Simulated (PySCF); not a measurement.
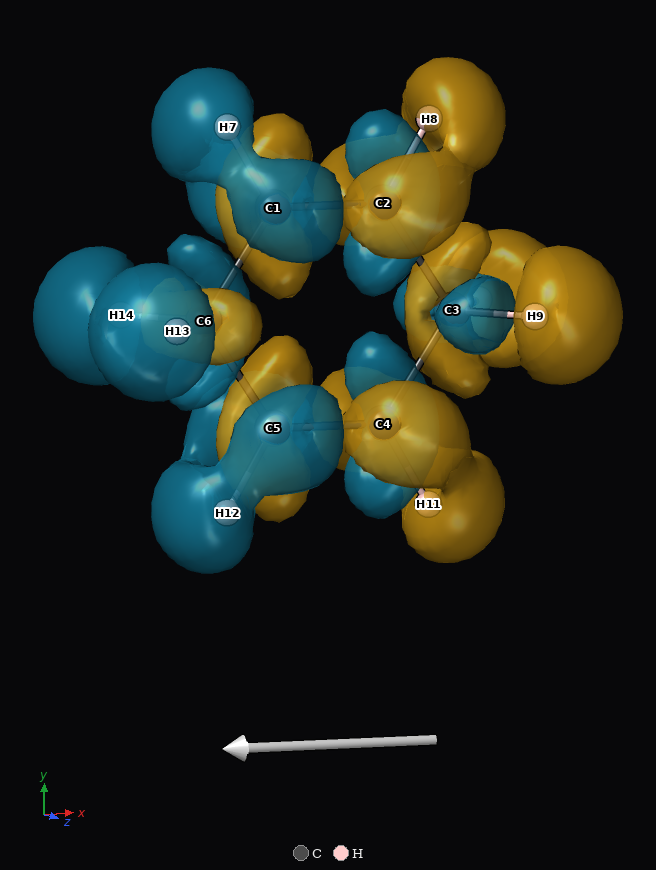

Figure. C6H8, SMILES `C1=CCC=CC1`. Change of the electron density in a uniform field of 0.10 V/Å along −x (arrow), surfaces at ±0.0008 e/Å³ (yellow: gain, teal: loss).

Level of theory: TPSSh/def2-SVPD (PySCF), at a geometry from GFN2-xTB. No frequency check shows the geometry to be a minimum.

How large is the response?

Answer. The induced dipole is 0.44 D (along the field); α along this axis, from the fields in both directions, is 86 bohr³ (12.7 Å³).

Which atoms gain and lose the most charge?

Answer. Electrons gather most on H9 and H10 alike (Hirshfeld charge changes by −0.004 e) and leave H13 and H14 alike most (+0.004 e); 0.038 electrons are displaced in all.

The PySCF run took 67 s on 1 thread of Intel(R) Xeon(R) Platinum 8375C CPU @ 2.90GHz (Ice Lake), on a shared host, peak memory 0.96 GiB.
